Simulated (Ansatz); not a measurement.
InH₃Cl₂O: geometry relaxation

- system: InH₃Cl₂O
- method: RKS PBE/def2-SVP (Ansatz 0.2.0)

The input holds or restrains some coordinates. It belongs to a series of runs on one base structure; here: pulled along the bonds that form and break, towards end A. Figures and captions count atoms from 1; the log counts them from 0 in places.

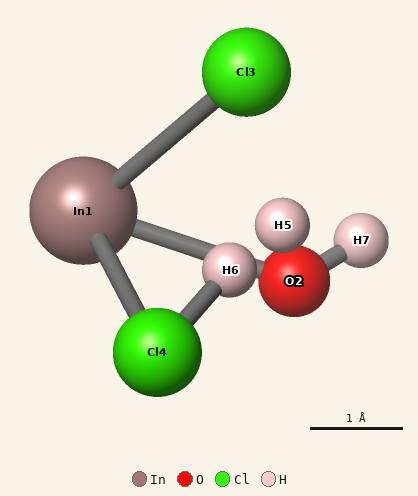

**Figure 1.** The starting structure (ball-and-stick view, seen at a tilt; atoms are numbered from 1 in the order of the input). Sticks mark near contacts. Bond lengths as drawn: Cl–H 1.36 Å, Cl–In 2.78 Å, H–O 0.96 Å and In–O 2.43 Å.

**The input**
```yaml
crystal:
  periodic: [false, false, false]
  atoms:
    - { symbol: In, position_ang: [-0.3053, -1.7944, 0.2787] }
    - { symbol: O, position_ang: [1.2425, 0.0152, -0.2283] }
    - { symbol: Cl, position_ang: [-1.4963, 0.2099, -1.2353] }
    - { symbol: Cl, position_ang: [-0.7151, 0.404, 1.9328] }
    - { symbol: H, position_ang: [0.0493, 0.4485, -0.2789] }
    - { symbol: H, position_ang: [-0.397, 0.4673, 0.6077] }
    - { symbol: H, position_ang: [1.6219, 0.2496, -1.0766] }
basis:
  gaussian: { orbitals: def2-SVP }
hamiltonian:
  xc: pbe
relax:
  f_tol: 0.15
  max_steps: 25
  restrain:
    - { distance: [0, 5], at: 3.03, k: 30.0 }
    - { distance: [4, 1], at: 2.27, k: 30.0 }
    - { distance: [0, 1], at: 2.08, k: 30.0 }
    - { distance: [4, 5], at: 0.62, k: 30.0 }
output:
  orbitals: {}
```

Machine: 2 threads of Intel Xeon (Granite Rapids), 176 GiB of memory available, shared host.

Run as:
```bash
ansatz run input.yaml --threads 2 --pin off --max-ram 3072MiB --backend cpu --events-out ev --progress --plain --runs-dir out
```

**What the program printed**
```
The last accepted step is kept in [file] (removed where the run ends without a failure and the disk answers)
Engine: ansatz 0.2.0, x86_64-unknown-linux-gnu
Functional definition: PBE
  parameter kappa = 0.804
  parameter beta = 0.06672455060314922
  exchange = pbe_x(kappa = kappa, mu = beta*pi^2/3)
  correlation = pbe_c(beta = beta)
1023 factors; their error is unknown
mean field evaluation 1: about -32288.4420 eV, gradient 5.3e1 eV
mean field evaluation 2: about -32185.1093 eV, gradient 1.8e2 eV
mean field evaluation 4: about -32292.6644 eV, gradient 1.9e1 eV
mean field evaluation 8: about -32293.7836 eV, gradient 1.2e-1 eV
mean field evaluation 16: about -32293.7496 eV, gradient 2.5e-4 eV
mean field -32293.74962097 eV, -1186.7734090810 hartree, gradient 6.5e-5 eV, S^2 0.000000; 0 other end points of the search recorded, 0 dependent functions left out
the calculation of the forces begins
reference -32293.74965745 eV, -1186.7734104217 hartree; 33, 33 occupied and 58, 58 virtual orbitals, 1023 factors
relax step   1: F+E_penalty+E_count = -32293.74962097 eV  Δ(F+E_penalty+E_count) = +0.000e0 eV  max|allowed force component| = 3.549e0 eV/Å  E_restraint = 27.23043346 eV  max|allowed force component, restraints' pulls added| = 2.964e1 eV/Å  Δτ_max = 0.0000 Å  (27 SCF iters, accepted)
  distance In 0 - H 5 = 2.2873 Å
  distance H 4 - O 1 = 1.2704 Å
  distance In 0 - O 1 = 2.4346 Å
  distance H 4 - H 5 = 0.9928 Å
these checks for a lower state are left out or cut short: starts, cluster_reference, orbital_swaps, neighbouring_geometries, increment
1023 factors; their error is unknown
mean field -32293.05542988 eV, -1186.7478980288 hartree, gradient 1.7e-5 eV, S^2 0.000000; 0 other end points of the search recorded, 0 dependent functions left out
[... from here on the field's lines of each further geometry are left out, up to the last ...]
relax step   2: F+E_penalty+E_count = -32293.05542988 eV  Δ(F+E_penalty+E_count) = +6.942e-1 eV  max|allowed force component| = 4.490e0 eV/Å  E_restraint = 12.69160282 eV  max|allowed force component, restraints' pulls added| = 1.950e1 eV/Å  Δτ_max = 0.1938 Å  (34 SCF iters, accepted)
relax step   3: F+E_penalty+E_count = -32292.42622539 eV  Δ(F+E_penalty+E_count) = +6.292e-1 eV  max|allowed force component| = 5.227e0 eV/Å  E_restraint = 4.29125018 eV  max|allowed force component, restraints' pulls added| = 9.666e0 eV/Å  Δτ_max = 0.1947 Å  (35 SCF iters, accepted)
relax step   4: F+E_penalty+E_count = -32292.19847324 eV  Δ(F+E_penalty+E_count) = +2.278e-1 eV  max|allowed force component| = 5.831e0 eV/Å  E_restraint = 0.73390399 eV  max|allowed force component, restraints' pulls added| = 1.800e0 eV/Å  Δτ_max = 0.1947 Å  (37 SCF iters, accepted)
relax step   5: F+E_penalty+E_count = -32292.50201983 eV  Δ(F+E_penalty+E_count) = -3.035e-1 eV  max|allowed force component| = 6.041e0 eV/Å  E_restraint = 0.56579169 eV  max|allowed force component, restraints' pulls added| = 5.717e-1 eV/Å  Δτ_max = 0.1949 Å  (35 SCF iters, accepted)
relax step   6: F+E_penalty+E_count = -32292.66729834 eV  Δ(F+E_penalty+E_count) = -1.653e-1 eV  max|allowed force component| = 5.991e0 eV/Å  E_restraint = 0.58686471 eV  max|allowed force component, restraints' pulls added| = 2.443e-1 eV/Å  Δτ_max = 0.2000 Å  (36 SCF iters, accepted)
relax step   7: F+E_penalty+E_count = -32292.71868206 eV  Δ(F+E_penalty+E_count) = -5.138e-2 eV  max|allowed force component| = 5.785e0 eV/Å  E_restraint = 0.60968672 eV  max|allowed force component, restraints' pulls added| = 5.869e-1 eV/Å  Δτ_max = 0.1447 Å  (30 SCF iters, accepted)
relax step   8: F+E_penalty+E_count = -32292.72445948 eV  Δ(F+E_penalty+E_count) = -5.777e-3 eV  max|allowed force component| = 5.882e0 eV/Å  E_restraint = 0.61880839 eV  max|allowed force component, restraints' pulls added| = 1.427e0 eV/Å  Δτ_max = 0.1954 Å  (33 SCF iters, rejected (line search))
relax step   9: F+E_penalty+E_count = -32292.73714791 eV  Δ(F+E_penalty+E_count) = -1.847e-2 eV  max|allowed force component| = 5.851e0 eV/Å  E_restraint = 0.60126135 eV  max|allowed force component, restraints' pulls added| = 4.266e-1 eV/Å  Δτ_max = 0.0976 Å  (29 SCF iters, accepted)
relax step  10: F+E_penalty+E_count = -32292.75252165 eV  Δ(F+E_penalty+E_count) = -1.537e-2 eV  max|allowed force component| = 5.912e0 eV/Å  E_restraint = 0.59336265 eV  max|allowed force component, restraints' pulls added| = 3.229e-1 eV/Å  Δτ_max = 0.0975 Å  (29 SCF iters, accepted)
relax step  11: F+E_penalty+E_count = -32292.77066060 eV  Δ(F+E_penalty+E_count) = -1.814e-2 eV  max|allowed force component| = 5.901e0 eV/Å  E_restraint = 0.58568216 eV  max|allowed force component, restraints' pulls added| = 2.627e-1 eV/Å  Δτ_max = 0.1494 Å  (29 SCF iters, accepted)
relax step  12: F+E_penalty+E_count = -32292.83838540 eV  Δ(F+E_penalty+E_count) = -6.772e-2 eV  max|allowed force component| = 5.598e0 eV/Å  E_restraint = 0.65436170 eV  max|allowed force component, restraints' pulls added| = 1.065e0 eV/Å  Δτ_max = 0.1944 Å  (35 SCF iters, rejected (line search))
the calculation of the forces begins
reference -32292.78596252 eV, -1186.7379952862 hartree; 33, 33 occupied and 58, 58 virtual orbitals, 1023 factors
relax step  13: F+E_penalty+E_count = -32292.78592501 eV  Δ(F+E_penalty+E_count) = -1.526e-2 eV  max|allowed force component| = 5.812e0 eV/Å  E_restraint = 0.58659861 eV  max|allowed force component, restraints' pulls added| = 1.147e-1 eV/Å  Δτ_max = 0.0964 Å  (29 SCF iters, accepted)
  distance In 0 - H 5 = 3.0367 Å
  distance H 4 - O 1 = 2.2584 Å
  distance In 0 - O 1 = 2.0895 Å
  distance H 4 - H 5 = 0.8171 Å
1023 factors; their error is unknown
mean field evaluation 128: about -32292.7859 eV, gradient 2.5e-4 eV
```

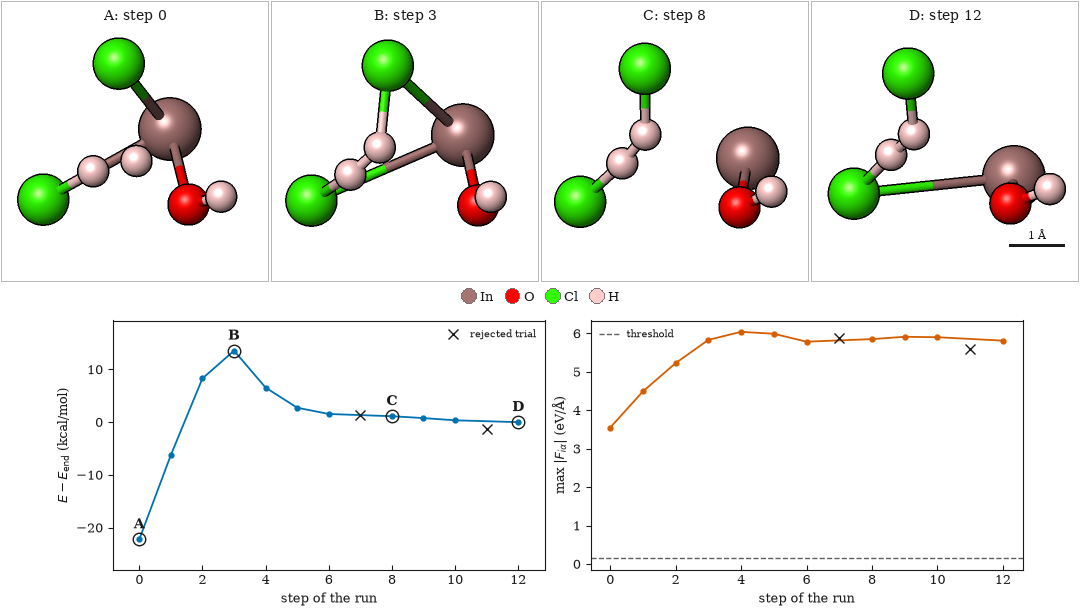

**Figure 2.** Frames of the restrained relaxation (ball-and-stick view, seen at a tilt) above the curves, on which the letters mark them (the first geometry is step 0 here and step 1 in the log).

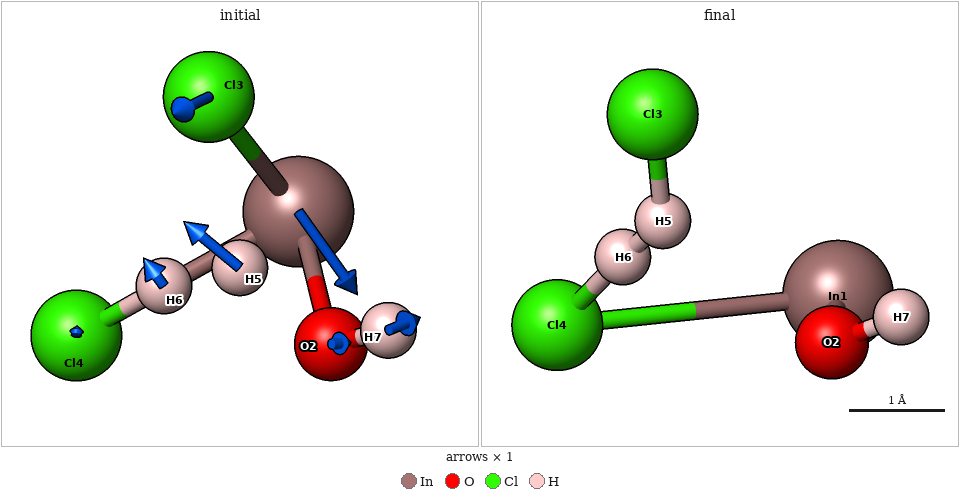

**Figure 3.** Before (left) and after (right) the restrained relaxation, at one scale (ball-and-stick view, seen at a tilt). The blue arrows give the displacements, at true length. After 12 geometry steps the energy has risen by 22.2 kcal/mol. The largest force component goes from 3.5 to 5.8 eV/Å. The line search rejected the trial steps at points 7, 11 (counted from 0) and went back. The atom that moves furthest after the best rigid fit is In1 (1.12 Å). Largest moves by element: In 1.12 Å, Cl 0.87 Å, H 0.78 Å, O 0.32 Å. Distances before and after: In1–Cl3 2.780 → 4.338 Å, Cl3–H5 1.833 → 1.382 Å, In1–Cl4 2.782 → 3.134 Å, In1–O2 2.435 → 2.089 Å. New bonds form: Cl3–H5 (1.83 → 1.38 Å). Bonds break: In1–Cl3 (2.78 → 4.34 Å). Among the angles that change: In1–Cl4–H6 54.9° → 73.0°, In1–O2–H7 128.2° → 120.3°. (Atoms are counted from 1 in the order of the input.)

```
mean field -32292.78592501 eV, -1186.7379939077 hartree, gradient 1.7e-5 eV, S^2 0.000000; 1 other end points of the search recorded, 0 dependent functions left out
the calculation of the forces begins
reference -32292.78596252 eV, -1186.7379952862 hartree; 33, 33 occupied and 58, 58 virtual orbitals, 1023 factors
Total energy: -32292.78596252 eV, -1186.7379952862 hartree
Atom 0 at     0.675540    -2.123391     0.572264 Å, force     0.031301    -0.318013     0.106894 eV/Å
Atom 1 at     1.320259    -0.326484    -0.277067 Å, force    -0.220312     0.351322    -0.221012 eV/Å
Atom 2 at    -1.501743     1.130962    -1.294357 Å, force     0.023008     0.001735     0.014882 eV/Å
Atom 3 at    -0.728526     0.333350     1.919645 Å, force     0.005622    -0.010579    -0.040562 eV/Å
Atom 4 at    -0.681285     0.719417    -0.260561 Å, force     0.625690     0.954682    -5.786618 eV/Å
Atom 5 at    -0.725137     0.570775     0.541680 Å, force    -0.431464    -0.951175     5.811711 eV/Å
Atom 6 at     1.640893    -0.304530    -1.201503 Å, force    -0.033844    -0.027973     0.114705 eV/Å
Dipole moment:     0.075825    -0.285083    -0.154080 e Å
```

**Trajectory as extended XYZ (Å, eV, eV/Å), 13 frames, from step=1 to step=13**
```
7
Properties=species:S:1:pos:R:3:forces:R:3 step=1 energy=-32293.74962
In   -0.3053   -1.7944    0.2787    0.0245  -1.5897  -0.3910
O     1.2425    0.0152   -0.2283   -2.1643   0.5257   1.5368
Cl   -1.4963    0.2099   -1.2353    0.1527   0.0911   0.2159
Cl   -0.7151    0.4040    1.9328   -0.0632   0.3266   0.8043
H     0.0493    0.4485   -0.2789    3.5489  -0.5612  -3.5001
H    -0.3970    0.4673    0.6077   -1.5434   0.9353   2.4309
H     1.6219    0.2496   -1.0766    0.0448   0.2722  -1.0969
7
Properties=species:S:1:pos:R:3:forces:R:3 step=2 energy=-32293.05543
In   -0.2165   -1.9033    0.2198    0.2496  -0.4765  -0.2342
O     1.3149   -0.1256   -0.1994   -1.4419   1.0800  -0.1581
Cl   -1.5001    0.2098   -1.2344    0.4270   0.3179   0.3192
Cl   -0.7123    0.4083    1.9313   -0.1053   0.2443   0.6097
H    -0.1199    0.5070   -0.2426    2.1959  -1.4161  -4.4898
H    -0.3874    0.6604    0.5949   -1.0186   0.6617   3.5225
H     1.6214    0.2434   -1.0696   -0.3067  -0.4114   0.4307
7
Properties=species:S:1:pos:R:3:forces:R:3 step=3 energy=-32292.42622
In   -0.1211   -1.9580    0.1828    0.4457  -0.1249  -0.1844
O     1.4059   -0.2888   -0.1976   -0.7759   1.5674  -1.1646
Cl   -1.4942    0.2167   -1.2307    0.4899   0.6063   0.3006
Cl   -0.7147    0.4127    1.9392   -0.0616   0.3825   0.3359
H    -0.2830    0.6126   -0.2300    0.7110  -1.7174  -5.2273
H    -0.4058    0.7738    0.5881   -0.4803   0.4725   4.6284
H     1.6130    0.2311   -1.0516   -0.3288  -1.1864   1.3115
7
Properties=species:S:1:pos:R:3:forces:R:3 step=4 energy=-32292.19847
In    0.0407   -2.0266    0.1387    0.1979  -0.2597  -0.0716
O     1.4394   -0.4469   -0.2269   -0.0143   1.5811  -1.0451
Cl   -1.4739    0.2599   -1.2232    0.3894   0.7652   0.2208
Cl   -0.7206    0.4400    1.9554    0.1069   0.5879  -0.2519
H    -0.4367    0.7316   -0.2181   -0.2770  -1.7252  -5.7699
H    -0.4561    0.8721    0.5874   -0.1730   0.2814   5.8311
H     1.6071    0.1699   -1.0132   -0.2299  -1.2306   1.0865
7
Properties=species:S:1:pos:R:3:forces:R:3 step=5 energy=-32292.50202
In    0.2018   -2.0878    0.0964    0.0148  -0.2948  -0.0072
O     1.4568   -0.4368   -0.2090   -0.1155   0.7668  -0.3502
Cl   -1.5074    0.4486   -1.2586    0.4210   0.3172   0.3468
Cl   -0.7303    0.5699    1.9960    0.1586   0.2678  -0.3941
H    -0.5446    0.6418   -0.1874   -0.3394  -1.4793  -6.0111
H    -0.5295    0.8147    0.6073   -0.0451   0.8467   6.0412
H     1.6532    0.0497   -1.0446   -0.0945  -0.4244   0.3746
7
Properties=species:S:1:pos:R:3:forces:R:3 step=6 energy=-32292.66730
In    0.3427   -2.1687    0.1089    0.0068  -0.2348   0.0436
O     1.4182   -0.3934   -0.1560   -0.2485   0.3837  -0.1518
Cl   -1.4755    0.6438   -1.2882   -0.1296   0.0593  -0.2443
Cl   -0.6846    0.6610    1.9823    0.0569  -0.0047  -0.0507
H    -0.6221    0.5825   -0.2059   -0.0948  -0.7884  -5.6725
H    -0.5576    0.6865    0.6021    0.3676   0.7300   5.9909
H     1.5790   -0.0116   -1.0430    0.0416  -0.1450   0.0847
7
Properties=species:S:1:pos:R:3:forces:R:3 step=7 energy=-32292.71868
In    0.4271   -2.1866    0.2152   -0.0140  -0.2309   0.0761
O     1.3744   -0.3533   -0.1325   -0.1311   0.4746  -0.6644
Cl   -1.5208    0.7787   -1.3142    0.0263   0.0289  -0.0240
Cl   -0.6408    0.5704    1.9499   -0.0464  -0.0101   0.2002
H    -0.6631    0.6187   -0.2385   -0.3248  -0.3316  -5.7845
H    -0.5738    0.6559    0.5767    0.5346   0.2864   5.7293
H     1.5970   -0.0836   -1.0565   -0.0445  -0.2174   0.4674
7
Properties=species:S:1:pos:R:3:forces:R:3 step=8 energy=-32292.72446 accepted=F
In    0.4816   -2.1617    0.2848    0.0143  -0.1767   0.0881
O     1.3434   -0.3139   -0.2034    0.4044   0.3754  -1.4405
Cl   -1.5304    0.8498   -1.3071   -0.0839   0.0531  -0.0562
Cl   -0.6984    0.5238    1.9837    0.0587  -0.0480  -0.1949
H    -0.7056    0.6534   -0.2214   -0.1695  -0.0420  -5.7059
H    -0.6230    0.6505    0.5967    0.4181   0.0121   5.8824
H     1.7324   -0.2017   -1.1332   -0.6422  -0.1739   1.4270
7
Properties=species:S:1:pos:R:3:forces:R:3 step=9 energy=-32292.73715
In    0.4824   -2.1810    0.2954   -0.0174  -0.2431   0.0918
O     1.3609   -0.3411   -0.1671   -0.1427   0.4196  -0.5071
Cl   -1.5160    0.8561   -1.3177    0.0237   0.0285   0.0041
Cl   -0.6678    0.5187    1.9508   -0.0142  -0.0334   0.1271
H    -0.6734    0.6414   -0.2404   -0.2127  -0.0794  -5.8512
H    -0.5982    0.6413    0.5758    0.4132   0.0464   5.7866
H     1.6120   -0.1353   -1.0967   -0.0500  -0.1386   0.3488
7
Properties=species:S:1:pos:R:3:forces:R:3 step=10 energy=-32292.75252
In    0.5317   -2.1670    0.3783    0.0094  -0.2107   0.0838
O     1.3463   -0.3311   -0.2114   -0.1963   0.3269  -0.2462
Cl   -1.5113    0.9251   -1.3189    0.0292   0.0334   0.0528
Cl   -0.6957    0.4587    1.9533    0.0232  -0.0290  -0.0032
H    -0.6801    0.6699   -0.2402   -0.0484   0.1719  -5.9123
H    -0.6278    0.6326    0.5754    0.2224  -0.2190   5.8648
H     1.6370   -0.1881   -1.1364   -0.0396  -0.0736   0.1603
7
Properties=species:S:1:pos:R:3:forces:R:3 step=11 energy=-32292.77066
In    0.6146   -2.1440    0.5004    0.0233  -0.2593   0.0914
O     1.3299   -0.3264   -0.2502   -0.2205   0.3347  -0.2142
Cl   -1.5137    1.0512   -1.3079    0.0383   0.0124   0.0548
Cl   -0.7145    0.3747    1.9333    0.0199  -0.0081  -0.0574
H    -0.6858    0.6954   -0.2563    0.2445   0.5482  -5.8998
H    -0.6745    0.6055    0.5555   -0.0672  -0.5798   5.9008
H     1.6439   -0.2563   -1.1748   -0.0382  -0.0481   0.1245
7
Properties=species:S:1:pos:R:3:forces:R:3 step=12 energy=-32292.83838 accepted=F
In    0.7237   -2.0917    0.6525    0.1330  -0.1873  -0.0079
O     1.3001   -0.3193   -0.3321   -0.1356   0.1390  -0.3400
Cl   -1.5097    1.1906   -1.2847    0.0844  -0.0116   0.1346
Cl   -0.7665    0.2587    1.9143    0.0165   0.0763  -0.1440
H    -0.6841    0.7583   -0.2575    0.6907   1.1167  -5.5980
H    -0.7500    0.5775    0.5454   -0.5714  -1.1556   5.5398
H     1.6864   -0.3742   -1.2378   -0.2176   0.0226   0.4156
7
Properties=species:S:1:pos:R:3:forces:R:3 step=13 energy=-32292.78593
In    0.6755   -2.1234    0.5723    0.0313  -0.3180   0.1069
O     1.3203   -0.3265   -0.2771   -0.2203   0.3513  -0.2210
Cl   -1.5017    1.1310   -1.2944    0.0230   0.0017   0.0149
Cl   -0.7285    0.3333    1.9196    0.0056  -0.0106  -0.0406
H    -0.6813    0.7194   -0.2606    0.6257   0.9547  -5.7866
H    -0.7251    0.5708    0.5417   -0.4315  -0.9512   5.8117
H     1.6409   -0.3045   -1.2015   -0.0338  -0.0280   0.1147
```

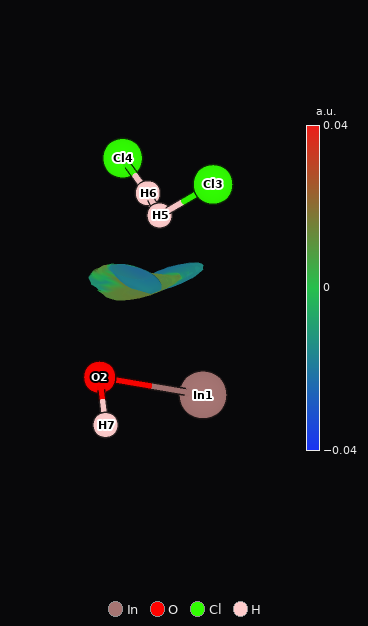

**Figure 4.** Non-covalent interaction (NCI) plot: the surface where the reduced density gradient is 0.4, for densities under 0.05 a.u., coloured by sign(λ₂)ρ; seen at an oblique angle.

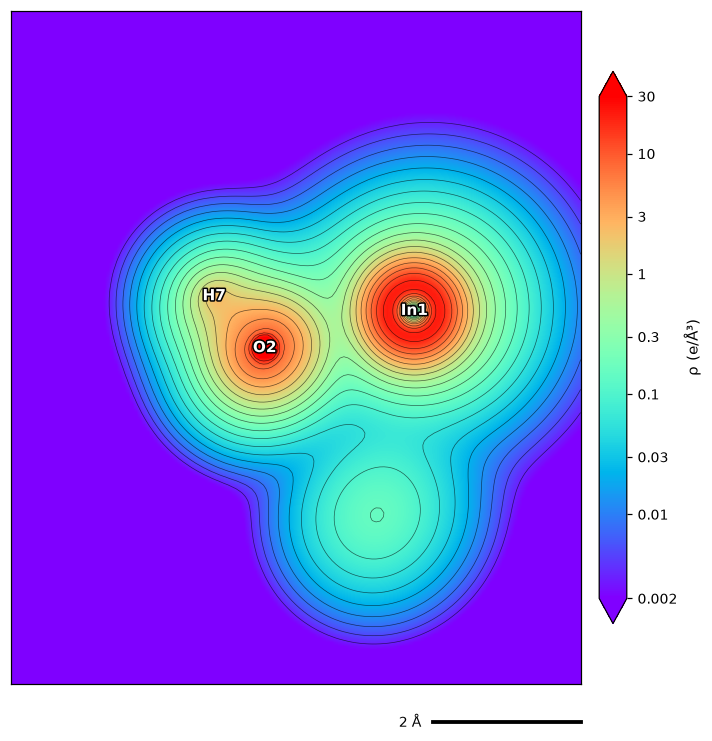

**Figure 5.** Electron density on the plane of atoms In1, O2 and H7. The plane passes through In, O and H nuclei. In–O (2.09 Å): ρ at the midpoint is about 0.57 e/Å³. O–H (0.98 Å): ρ is about 3.5 e/Å³ halfway, with its minimum of 2.2 e/Å³ about 0.8 Å from O.

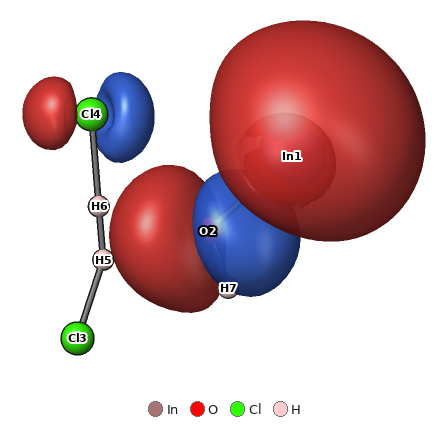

**Figure 6.** The HOMO at ±0.08 Å⁻³ᐟ² (red and blue are the two phases), seen at a tilt. Its weight (Hirshfeld) is mainly on In1 (50 %) and O2 (45 %). Its energy is −5.55 eV.

**Key numbers**

| quantity | value |
| --- | --- |
| outcome | converged under the restraints of the input |
| total energy | −32292.7860 eV |
| mean-field energy | −32292.7860 eV |
| largest force (length of the vector) at the end, held atoms and coordinates included | 5.905 eV/Å |
| wall time | 13 s (CPU time 24 s) |
| peak memory | 0.14 GiB |
